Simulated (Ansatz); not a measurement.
# Two runs on CH6BClGe

System: CH6BClGe, SMILES B[CH2][GeH2][Cl].
Method of run 1: RKS r2SCAN-D4/def2-TZVPP (Ansatz 0.2.0).

The geometry comes from this level: PBE0-D4/def2-TZVP. Text and figures count atoms from 1; the logs count them from 0 in places.

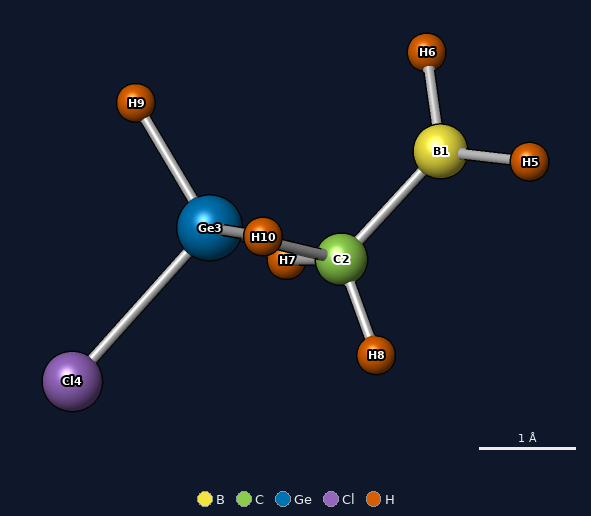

Figure 1. The structure (ball-and-stick view, seen at a tilt; atoms are numbered from 1 in the order of the input). Sticks mark near contacts.

## Input, run 1
```yaml
crystal:
  periodic: [false, false, false]
  atoms:
    - {symbol: B, position_ang: [-1.533398, 0.523298, -0.064925]}
    - {symbol: C, position_ang: [-0.455429, -0.469572, -0.518477]}
    - {symbol: Ge, position_ang: [1.209325, 0.030515, 0.410064]}
    - {symbol: Cl, position_ang: [2.705958, -1.377057, -0.255318]}
    - {symbol: H, position_ang: [-1.691111, 1.559288, -0.644839]}
    - {symbol: H, position_ang: [-2.182326, 0.311317, 0.919180]}
    - {symbol: H, position_ang: [-0.611329, -1.506324, -0.210963]}
    - {symbol: H, position_ang: [-0.179712, -0.415390, -1.574279]}
    - {symbol: H, position_ang: [1.107330, -0.129872, 1.931789]}
    - {symbol: H, position_ang: [1.713792, 1.422596, 0.010770]}
basis:
  gaussian: {orbitals: def2-TZVPP}
hamiltonian: {xc: r2scan, dispersion: d4}
output: {forces: true, orbitals: {seedname: orbitals}}
```

Launched with:
```bash
ansatz run in.yaml --threads 4 --pin off --events-out ev --progress --plain --max-ram 10444MiB
```

Hardware: 4 threads of Arm Neoverse V1, 23 GiB of memory available, shared host.

## Output (run 1)
```
Functional definition: r2SCAN
  parameter k0 = 0.174
  parameter k1 = 0.065
  parameter a1 = 4.9479
  exchange = r2scan_x(k0 = k0, k1 = k1, a1 = a1)
  correlation = r2scan_c
1355 factors; their error is unknown
mean field evaluation 1: about -70843.7588 eV, gradient 5.9e1 eV
mean field evaluation 2: about -70832.3050 eV, gradient 8.5e1 eV
mean field evaluation 4: about -70851.5067 eV, gradient 4.5e0 eV
mean field evaluation 8: about -70851.5563 eV, gradient 7.1e-2 eV
mean field evaluation 16: about -70851.5241 eV, gradient 4.2e-4 eV
mean field -70851.52409647 eV, -2603.7454856575 hartree, gradient 4.3e-5 eV, S^2 0.000000; 0 other end points of the search recorded, 0 dependent functions left out
the calculation of the forces begins
reference -70851.52410991 eV, -2603.7454861512 hartree; 33, 33 occupied and 203, 203 virtual orbitals, 1355 factors
Total energy: -70851.57447944 eV, -2603.7473371975 hartree
Atom 0 at    -1.533398     0.523298    -0.064925 Å, force    -0.031248     0.043511     0.024976 eV/Å
Atom 1 at    -0.455429    -0.469572    -0.518477 Å, force    -0.055307    -0.014175    -0.029339 eV/Å
Atom 2 at     1.209325     0.030515     0.410064 Å, force     0.019215     0.068854     0.061778 eV/Å
Atom 3 at     2.705958    -1.377057    -0.255318 Å, force     0.026352    -0.023066    -0.010181 eV/Å
Atom 4 at    -1.691111     1.559288    -0.644839 Å, force     0.007720    -0.033471     0.017624 eV/Å
Atom 5 at    -2.182326     0.311317     0.919180 Å, force     0.022485     0.004870    -0.030769 eV/Å
Atom 6 at    -0.611329    -1.506324    -0.210963 Å, force     0.020572     0.005628    -0.001536 eV/Å
Atom 7 at    -0.179712    -0.415390    -1.574279 Å, force     0.015918    -0.005756     0.013401 eV/Å
Atom 8 at     1.107330    -0.129872     1.931789 Å, force    -0.001815     0.005017    -0.057774 eV/Å
Atom 9 at     1.713792     1.422596     0.010770 Å, force    -0.023892    -0.051412     0.011820 eV/Å
Dipole moment:    -0.201698     0.111994     0.028185 e Å
```

The input of run 2 differs as follows (lines with − go, lines with + come):
```diff
-hamiltonian: {xc: r2scan, dispersion: d4}
+hamiltonian: {xc: pbe, dispersion: d4}
```

Predict how the results change.

The total energies belong to different models, so their difference says nothing on which is more stable or more accurate. The largest force goes from 0.094 to 0.310 eV/Å. The HOMO goes from −7.65 to −7.34 eV. The LUMO goes from −2.51 to −2.84 eV. The dipole moment goes from 1.12 to 0.94 D. On the same kind of shared host run 2 took about 0.46 times as long.

## Output (run 2)
```
Functional definition: PBE
  parameter kappa = 0.804
  parameter beta = 0.06672455060314922
  exchange = pbe_x(kappa = kappa, mu = beta*pi^2/3)
  correlation = pbe_c(beta = beta)
1355 factors; their error is unknown
mean field evaluation 1: about -70827.1266 eV, gradient 6.8e1 eV
mean field evaluation 2: about -70801.8883 eV, gradient 1.1e2 eV
mean field evaluation 4: about -70836.8651 eV, gradient 9.3e0 eV
mean field evaluation 8: about -70837.0726 eV, gradient 2.0e-1 eV
mean field evaluation 16: about -70837.0416 eV, gradient 7.5e-4 eV
mean field -70837.04161187 eV, -2603.2132641649 hartree, gradient 2.1e-5 eV, S^2 0.000000; 0 other end points of the search recorded, 0 dependent functions left out
the calculation of the forces begins
reference -70837.04165921 eV, -2603.2132659046 hartree; 33, 33 occupied and 203, 203 virtual orbitals, 1355 factors
Total energy: -70837.25058596 eV, -2603.2209438211 hartree
Atom 0 at    -1.533398     0.523298    -0.064925 Å, force     0.024293    -0.005036     0.003777 eV/Å
Atom 1 at    -0.455429    -0.469572    -0.518477 Å, force    -0.242045     0.044623    -0.041492 eV/Å
Atom 2 at     1.209325     0.030515     0.410064 Å, force    -0.005417     0.127231     0.100913 eV/Å
Atom 3 at     2.705958    -1.377057    -0.255318 Å, force     0.215962    -0.201008    -0.094233 eV/Å
Atom 4 at    -1.691111     1.559288    -0.644839 Å, force    -0.016994     0.107609    -0.061783 eV/Å
Atom 5 at    -2.182326     0.311317     0.919180 Å, force    -0.068934    -0.023434     0.102064 eV/Å
Atom 6 at    -0.611329    -1.506324    -0.210963 Å, force    -0.009642    -0.201314     0.069006 eV/Å
Atom 7 at    -0.179712    -0.415390    -1.574279 Å, force     0.075094     0.013158    -0.198432 eV/Å
Atom 8 at     1.107330    -0.129872     1.931789 Å, force    -0.020217    -0.018050     0.168033 eV/Å
Atom 9 at     1.713792     1.422596     0.010770 Å, force     0.047902     0.156221    -0.047853 eV/Å
Dipole moment:    -0.169664     0.095538     0.025049 e Å
```

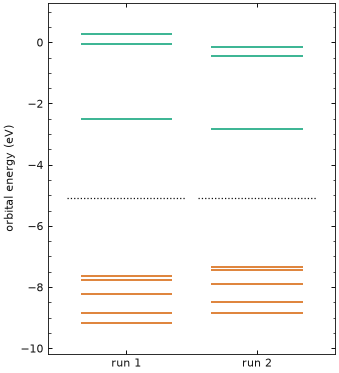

Figure 2. The five highest filled and three lowest empty orbital energies of the two runs; the dotted lines part filled from empty levels. The HOMO–LUMO gap is 5.14 eV in run 1 and 4.50 eV in run 2.

## The two runs side by side

```csv
quantity,run 1,run 2
outcome,converged,converged
total energy (hartree),−2603.747337,−2603.220944
HOMO (eV),−7.65,−7.34
LUMO (eV),−2.51,−2.84
dipole moment (D),1.12,0.94
largest force (eV/Å),0.094,0.310
basis functions,236,236
wall time (shared host),6 s,2.8 s
```
